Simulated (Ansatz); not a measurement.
**Pressure series in hypothetical CsCl type MoP**

Base system: MoP in the CsCl type structure (space group Pm-3m, No. 221; a hypothetical phase, not in the database extracts checked).

```xyz
2
Lattice="2.9745 0.0000 0.0000 0.0000 2.9745 0.0000 0.0000 0.0000 2.9745" Properties=species:S:1:pos:R:3 pbc="T T T"
Mo     0.0000     0.0000     0.0000
P      1.4873     1.4873     1.4873
```

Cell and atoms are relaxed at each pressure.

The values are results of PBEsol (Ansatz, an electronic-structure program; PAW; 420 eV plane waves; no spin-orbit coupling), not measurements.

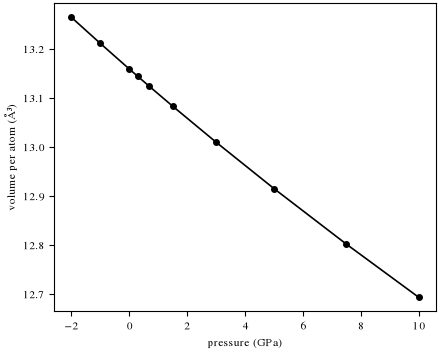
Figure. Volume per atom against pressure

Q: From the plot, what is the volume per atom for pressure 5 GPa?

A: About 12.92 Å³.

Q: Is the trend monotonic over the range shown?

A: Yes, it falls throughout, spanning 12.69 Å³ to 13.26 Å³.

Load acts through the strain it causes; cell and atoms are relaxed under it. Whether these cells are dynamically stable was not tested. No other phases were tried under pressure. The final runs are not spin-polarised. An odd electron count without spin: MoP.
